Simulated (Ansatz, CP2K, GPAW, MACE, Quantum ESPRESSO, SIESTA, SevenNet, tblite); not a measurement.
# GPAW runs on Σ7 (111) twist boundary in CsBr (84 atoms)

Wanted: GPAW inputs and outputs for Σ7 (111) twist boundary in CsBr (84 atoms), checked against a plane-wave reference.

Calculated with GPAW 26.7.0; the method is named at each step.

### 1. The starting structure

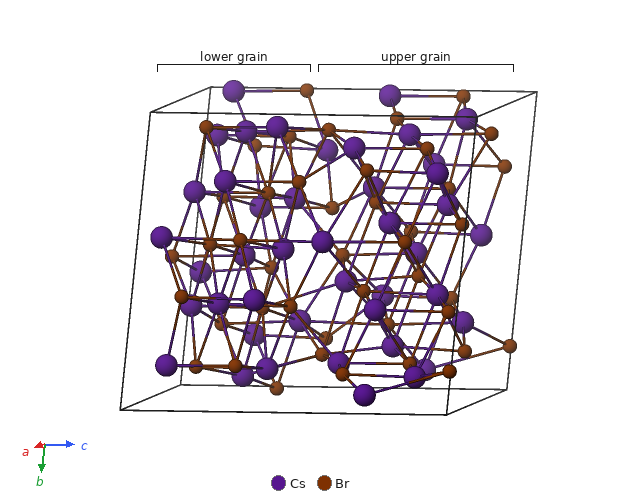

The cell as given, from the side, with the c axis across the page (caesium purple, bromine brown). Some periodic images of atoms are drawn too.

The cell holds 84 atoms: 42 Cs and 42 Br. Its edges and angles: a = 16.052 Å, b = 16.052 Å, c = 16.126 Å, α = 90.0°, β = 90.0°, γ = 60.0°. It derives from CsBr (CsCl-type). CsCl-type CsBr (a = 4.29 Å); two grains turned against each other by 81.79 deg about [111]; 1 x 1 coincidence cells, 1 lattice periods a grain, two boundaries a cell, upper grain shifted by [0.246, 0] of the boundary cell and opened by 1.98 Å, no atom removed; minimised with a classical potential (one cell length free). Then every atom was moved at random, 0.03 Å r.m.s. a Cartesian component. Regions: lower grain, 42 atoms (21 Cs and 21 Br); upper grain, 42 atoms (21 Cs and 21 Br). The structure's axis is c.

The yardstick, on the same geometry:

```
method                                           : Kohn-Sham DFT, PBE, SSSP efficiency 1.3.0 pseudopotentials, plane waves (Quantum ESPRESSO 7.5); sssp-pbe-1.3.0-efficiency, cutoffs 45/360 Ry, Γ point
r.m.s. force component                           : 0.1094 eV/Å
longest force                                    : 0.4922 eV/Å
pressure                                         : 0.8633 GPa
gap (highest filled to lowest empty level) : 3.582 eV
time                                             : 13 min on 4 MPI ranks of Arm Neoverse V2, shared host
CPU time                                         : 50 min
```

### 2. PBE, plane waves 350 eV

Method: Kohn-Sham DFT, PBE, PAW, plane waves.

run.py

```python
import numpy as np
from ase.io import read
from gpaw import GPAW, FermiDirac, PW
from ase.parallel import parprint as print

atoms = read("structure.xyz")
atoms.calc = GPAW(
    mode=PW(350),
    xc="PBE",
    kpts={"size": (1, 1, 1), "gamma": True},
    occupations=FermiDirac(0.05),
    maxiter=200,
    symmetry={"point_group": False},
    nbands=396,
    txt="gpaw.txt",
)
energy = atoms.get_potential_energy(force_consistent=True)
forces = atoms.get_forces()
print(f"energy {energy:.6f} eV")
print("forces (eV/A)")
for i, (a, f) in enumerate(zip(atoms, forces)):
    print(f"{i:4d} {a.symbol:2s} {f[0]:10.5f} {f[1]:10.5f} {f[2]:10.5f}")
stress = -atoms.get_stress(voigt=False) * 160.21766
print("stress (GPa, compression positive)")
for row in stress:
    print(" ".join(f"{x:10.4f}" for x in row))
print(f"Fermi level {atoms.calc.get_fermi_level():.4f} eV")
for k in range(len(atoms.calc.get_ibz_k_points())):
    for s in range(atoms.calc.get_number_of_spins()):
        e = atoms.calc.get_eigenvalues(kpt=k, spin=s)
        n = np.searchsorted(e, atoms.calc.get_fermi_level())
        print(f"k {k} spin {s} levels about the Fermi level:", np.round(e[max(n - 6, 0):n], 4).tolist(), "|", np.round(e[n:n + 6], 4).tolist())
```

structure.xyz

```xyz
84
Lattice="16.05171 0.00000 0.00000 8.02586 13.90119 0.00000 0.00000 0.00000 16.12598" Properties=species:S:1:pos:R:3 pbc="T T T"
Cs 13.48569 9.59182 1.24235
Br 13.48464 9.66202 4.75668
Cs 12.48920 13.05683 3.61141
Br 13.16209 11.91276 7.65097
Cs 1.22531 0.09661 1.06641
Br 1.12394 0.01529 4.66557
Cs 17.94260 5.93720 0.60698
Br 18.25682 5.99266 4.55607
Cs 15.98197 3.31279 3.39081
Br 15.77506 3.31474 6.99948
Cs 19.36093 12.05761 1.11156
Br 19.38509 12.03273 4.52043
Cs 17.11514 9.18785 3.26309
Br 17.35511 9.26792 6.86757
Cs 14.94198 6.66020 6.05595
Br 14.80385 6.50103 2.42293
Cs 15.93887 12.42044 5.44913
Br 15.86022 12.37456 1.91722
Cs 6.59934 1.81021 1.25009
Br 6.57960 1.83301 4.81102
Cs 7.67392 8.41092 0.62730
Br 7.81967 8.13261 4.16582
Cs 5.41641 5.38268 3.17375
Br 5.38696 5.38365 6.71002
Cs 3.15023 2.74229 6.03225
Br 3.31990 2.56296 2.50098
Cs 6.74533 11.51144 3.10651
Br 6.77896 11.63252 6.65035
Cs 20.70823 8.70395 5.69312
Br 20.47653 8.61651 2.06961
Cs 12.27057 4.14144 1.18687
Br 12.21840 4.15701 4.81361
Cs 10.13954 1.33674 3.34001
Br 10.04917 1.20940 7.40602
Cs 11.14254 7.29409 3.43483
Br 8.99321 7.38473 7.88448
Cs 8.76672 4.66760 5.50751
Br 8.78462 4.62632 1.97043
Cs 10.06419 10.53585 5.97258
Br 10.24300 10.72046 2.14637
Cs 13.51225 0.83477 5.50476
Br 13.61947 0.88092 2.01978
Cs 2.71563 0.08674 9.07006
Br 2.80857 0.06005 12.71001
Cs 13.35101 1.80854 9.27631
Br 13.37348 1.79437 12.88772
Cs 7.72023 4.17091 9.20890
Br 7.71630 4.17578 12.89127
Cs 9.94355 1.39040 11.38188
Br 9.95535 1.28739 15.42531
Cs 18.06604 6.03256 8.58531
Br 17.88426 6.00045 12.62116
Cs 4.01887 3.29180 11.49057
Br 4.23500 3.33059 15.01813
Cs 6.51001 0.86618 13.56388
Br 6.32036 0.90942 10.09277
[... 24 atom lines left out ...]
Cs 9.95046 10.50485 14.01428
Br 9.75455 10.68320 10.26564
Cs 20.10373 12.39972 13.52244
Br 20.24129 12.29463 9.98118
```

On the command line:

```
$ OMP_NUM_THREADS=1 mpirun -np 4 gpaw python run.py > output.txt
```

The log of the run:

```text
energy -241.970829 eV
forces (eV/A)
   0 Cs   -0.03395   -0.03381   -0.15299
   1 Br   -0.01373   -0.09570   -0.00708
   2 Cs   -0.00641   -0.00850    0.08613
   3 Br   -0.16520    0.03608   -0.02123
   4 Cs    0.01153   -0.14588   -0.07713
   5 Br    0.11557    0.05902    0.01140
   6 Cs   -0.01581    0.12163   -0.13235
   7 Br   -0.21413   -0.07478   -0.01152
   8 Cs   -0.06750    0.07013    0.18899
   9 Br    0.02017    0.14644   -0.04555
  10 Cs   -0.08108   -0.04445   -0.28646
  11 Br   -0.08760   -0.00126   -0.05634
  12 Cs    0.09093   -0.01028    0.10585
  13 Br    0.05285   -0.04800    0.01409
  14 Cs    0.01109   -0.04080   -0.21555
  15 Br    0.06327    0.03469    0.02714
  16 Cs    0.09580    0.04999    0.13963
  17 Br   -0.09783    0.02662    0.16707
  18 Cs    0.16777    0.10657   -0.19326
  19 Br    0.04877   -0.06788   -0.08791
  20 Cs    0.12550   -0.04050    0.07518
  21 Br    0.05266   -0.06151   -0.05683
  22 Cs    0.09913    0.00487    0.07674
  23 Br   -0.05539   -0.13675    0.20593
[...]
76 Cs    0.03686    0.02640    0.03543
  77 Br    0.03453   -0.11656   -0.09777
  78 Cs    0.03566    0.01383    0.07376
  79 Br    0.13010    0.07110   -0.15960
  80 Cs    0.31128    0.03264    0.09759
  81 Br    0.05829    0.13343   -0.11874
  82 Cs   -0.10197    0.03614    0.20843
  83 Br    0.05145    0.13923    0.13347
stress (GPa, compression positive)
    0.6638    -0.0130    -0.0206
   -0.0130     0.6403     0.0464
   -0.0206     0.0464     1.5487
Fermi level 3.4863 eV
k 0 spin 0 levels about the Fermi level: [1.9654, 1.9899, 2.0286, 2.0476, 2.0667, 2.0882] | [5.6719, 6.3309, 6.4049, 6.4786, 6.5344, 6.6522]
```

gpaw.txt:

```text
Input parameters:
  mode=PW(ecut=350.0),
  kpts=MonkhorstPack(size=(1, 1, 1), gamma=True),
  maxiter=200,
  nbands=396,
  occupations=Occupations(name='fermi-dirac', width=0.05, fixmagmom=False),
  symmetry=Symmetry(point_group=False),
  xc=XC(name='PBE')
Diagonalizing LCAO Hamiltonian
Converting LCAO to pw mode
Unit cell  # Å
| periodic |         x |         y |         z |   lengths |    angles |
|----------|-----------|-----------|-----------|-----------|-----------|
|      yes | 16.051710 |  0.000000 |  0.000000 | 16.051710 | 90.000000 |
|      yes |  8.025860 | 13.901190 |  0.000000 | 16.051714 | 90.000000 |
|      yes |  0.000000 |  0.000000 | 16.125980 | 16.125980 | 59.999987 |
Number of symmetries: 1
Symmetry operations  # r_c * U_cc + t_c -> r_c
|   | kind |            matrix            |
|---|------|------------------------------|
| 0 |  E   |  1, 0, 0,  0, 1, 0,  0, 0, 1 |
BZ-sampling:
  Number of BZ points: 1
  Number of IBZ points: 1
  Monkhorst-Pack size: [1, 1, 1]
  Monkhorst-Pack shift: [0, 0, 0]
K-points  # in reciprocal-cell coordinates
|   |                                coordinates |     weight |
|---|--------------------------------------------|------------|
| 0 | (  0.00000000,   0.00000000,   0.00000000) | 1.00000000 |
Plane wave coefficients: 26764
Cutoff: 350.0 eV
Spin-components: 1 (collinear spins)
Bands:           396
Projectors:      420
Spin-degeneracy: 2
Datatype:        float64
  Projectors: 44_107_072 bytes (11_026_768 per core)
Parallelization:
  kpt:    1
  domain: 4
  band:   1
Density:
  Valence electrons: 672.0
  Components: 1
  Grid points: [70 70 70]
  Charge: 0.0  # |e|
Potential:
  Grid points: [70 70 70]
species:
  Cs:
    name:    Caesium
    Z:       55.0
    valence: 9
    core:    46
    Using partial waves for Cs as LCAO basis
  Br:
    name:    Bromine
    Z:       35.0
    valence: 7
    core:    28
    Using partial waves for Br as LCAO basis
Reference energy: -11873497.617034  # eV
eigensolver:
  PPCG
  Converge bands: occupied
  niter=2
density mixing:
  MSR1-Mixer
occupation numbers:
  Fermi-Dirac:
    width: 0.0500  # eV
poisson solver:
  ecut: 2800.0  # eV
xc functional:
  name: PBE with 2 nearest neighbor stencil
Initialization done in: 6.191 s
convergence criteria:
- Maximum [total energy] change in last 3 cyles: 0.0005 eV / valence electron
- Maximum integral of absolute [dens]ity change: 0.0001 electrons / valence electron
- Maximum integral of absolute [eigenst]ate change: 4e-08 eV^2 / valence electron
maximum number of iterations: 200
SCF iterations
|iter     |      energy | eigst |  dens |
|---------|-------------|-------|-------|
|iter:   1| -259.203124 | -0.72 |       |
|iter:   2| -256.280694 | -2.59 | -1.22 |
|iter:   3| -242.062777 | -1.55 | -1.25 |
|iter:   4| -241.941036 | -3.04 | -1.68 |
|iter:   5| -241.963822c| -3.97 | -2.11 |
|iter:   6| -241.970023c| -4.76 | -2.67 |
|iter:   7| -241.970610c| -5.72 | -3.20 |
|iter:   8| -241.970821c| -6.71 | -3.54 |
|iter:   9| -241.970829c| -7.68c| -4.24c|
Converged in 9 steps
SCF loop duration: 79.599 s (8.844 s/step)
Energy contributions relative to reference atoms: (reference = -11873497.617034)
Energy contributions:
  Kinetic:         361.576176
  Coulomb:        -317.830502
  Zero:             -6.494638
  External:          0.000000
  Xc:             -279.221865
  Entropy:          -0.000000
  Spinorbit:         0.000000
  ----------------------------
  Free energy:    -241.970829
  Extrapolated:   -241.970829
dipole moment: (-191.901576, -265.640060, 11.729723)  # |e|*Ang
Fermi level: 3.486
Eigenvalues  # (at kpt = [0.000, 0.000, 0.000])
| band index |      eig [eV] | occ [0-2] |
|------------|---------------|-----------|
|          0 |       -18.701 |     2.000 |
|        ... |               |           |
|        328 |         1.950 |     2.000 |
|        329 |         1.963 |     2.000 |
[...]
|        ... |               |           |
[...]
Gap: 3.584 eV
Transition (v -> c):
  (s=0, k=0, n=335, [0.00, 0.00, 0.00]) -> (s=0, k=0, n=336, [0.00, 0.00, 0.00])
No difference between direct/indirect transitions
Force computation time: 3.770  # s
Stress tensor  # eV/Ang^3
|         x |         y |         z |
|-----------|-----------|-----------|
[...]
|  0.000081 | -0.003996 | -0.000290 |
|  0.000128 | -0.000290 | -0.009666 |
Stress computation time: 18.295  # s
```

It took 1.8 min on 4 MPI ranks of Arm Neoverse V2, shared host; peak memory 2.7 GiB.

Banners, paths, timers and routine set-up lines are dropped from the logs unmarked, and long logs keep their key lines alone; longer cuts are marked.

Compared with the plane-wave run:

```yaml
r_m_s_force_component: 0.11 eV/Å
r_m_s_difference_of_force_components: 4.008 meV/Å
longest_difference_of_force_vectors: 12.44 meV/Å
force_difference_over_r_m_s_force: 3.664 %
slope_of_forces_against_the_reference_s: 1.005
correlation_of_force_components: 0.9993
spacing_of_highest_filled_and_lowest_empty_level: 3.584 eV
gap_difference: 0.0015 eV
pressure: 0.9509 GPa
pressure_difference: 0.0876 GPa
```

Length of the force difference by element (eV/Å):

| element | atoms | mean | most |
| --- | --- | --- | --- |
| Br | 42 | 0.0071 | 0.012 |
| Cs | 42 | 0.0057 | 0.012 |

Levels nearest the highest filled one (eV from it): -0.12, -0.10, -0.06, -0.04, -0.02, 0.00, 3.58, 4.24, 4.32, 4.39, 4.45, 4.56.

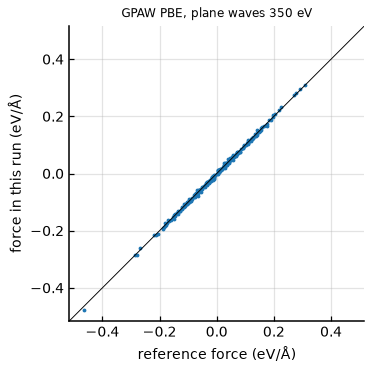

Force components against those of the reference; the line marks equality.

The surroundings of Br80, picked at random, nearest first, numbered as they follow in the input and with coordinates relative to it.

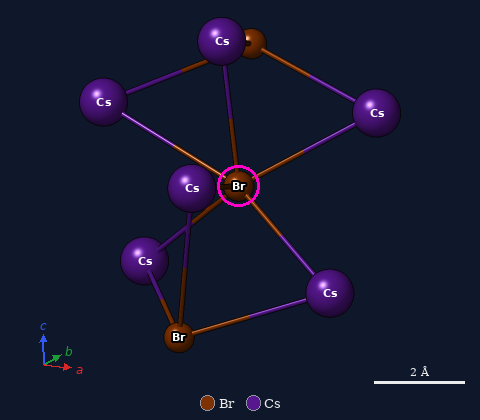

The atoms of the table, within 4.0 Å (arrows a, b, c point along x, y, z); some may hide others; the central atom is ringed.

| atom | x | y | z | distance (Å) | bonds | Fx | Fy | Fz (eV/Å) |
| --- | --- | --- | --- | --- | --- | --- | --- | --- |
| Br80 | 0.00 | 0.00 | 0.00 | 0.00 | 7 | 0.130 | 0.071 | -0.160 |
| Cs27 | -0.12 | -0.36 | 3.47 | 3.49 | 8 | 0.025 | -0.149 | 0.294 |
| Cs5 | 2.39 | 2.12 | 1.43 | 3.50 | 5 | 0.012 | -0.146 | -0.077 |
| Cs83 | -2.81 | 0.53 | -2.24 | 3.63 | 7 | -0.102 | 0.036 | 0.208 |
| Cs21 | 0.81 | -3.46 | 0.99 | 3.69 | 7 | 0.126 | -0.041 | 0.075 |
| Br64 | -0.33 | -2.28 | -2.96 | 3.75 | 8 | 0.034 | 0.061 | 0.152 |
| Cs81 | 3.09 | -1.37 | -1.75 | 3.80 | 8 | 0.311 | 0.033 | 0.098 |
| Cs11 | -3.55 | 0.18 | 1.47 | 3.85 | 7 | -0.081 | -0.044 | -0.286 |
| Br42 | -1.27 | 2.91 | 2.38 | 3.97 | 7 | 0.110 | 0.198 | -0.018 |

Atoms are counted from 1 here, from 0 in the log.

Forces lie 3.7 % from the reference's, at 0.15 times its CPU time.

Further runs of this program without a result: GPAW PBE, LCAO dzp, h 0.2 Å (cut off at its time limit); GPAW PBE, LCAO szp(dzp), h 0.2 Å (cut off at its time limit); GPAW RPBE, LCAO dzp, h 0.2 Å (cut off at its time limit).

### 3. Results

```json
{
  "force difference from the reference": "GPAW PBE, plane waves 350 eV, 3.7 %",
  "its CPU time": "7.3 min"
}
```

**Reading.** PBE on plane waves or a grid with other potentials, cutoffs or grids differs from the reference by 3.7 % (GPAW PBE, plane waves 350 eV) of the r.m.s. force; this holds the reference's own error, so differences of a few per cent don't tell which side is nearer the exact PBE result. One electronic-structure run takes under half the reference's CPU time: GPAW PBE, plane waves 350 eV, at 3.7 % in 7.3 min against 50 min. PBE gaps agree with the reference's 3.58 eV within 0.002 eV. These are spacings on the run's k-points, which needn't hold the band edges. The reference's pressure holds the uncorrected Pulay stress of its 45 Ry basis, so small pressure differences, and their order, may be the reference's own error. The host structure and its lattice constant were typed by rule, without a check against the phase diagram. The electronic-structure runs sample only Γ, in a cell whose shortest periodic width is 14 Å. Spin–orbit coupling is left out, which matters for the levels of the heavy elements.

[Also dropped from logs without a mark: logging warnings of Python, and SIESTA's first energy breakdown and zero terms.]

[Logs are printed without paths, hosts, clocks, repeated set-up lines and the standing remarks that a program may print on its own settings, such as how far it seeks lower states.]

[Hosts, paths, dates, database ids (printed as entryN), source tags and the programs' standing remarks are cut or masked in the printed files.]
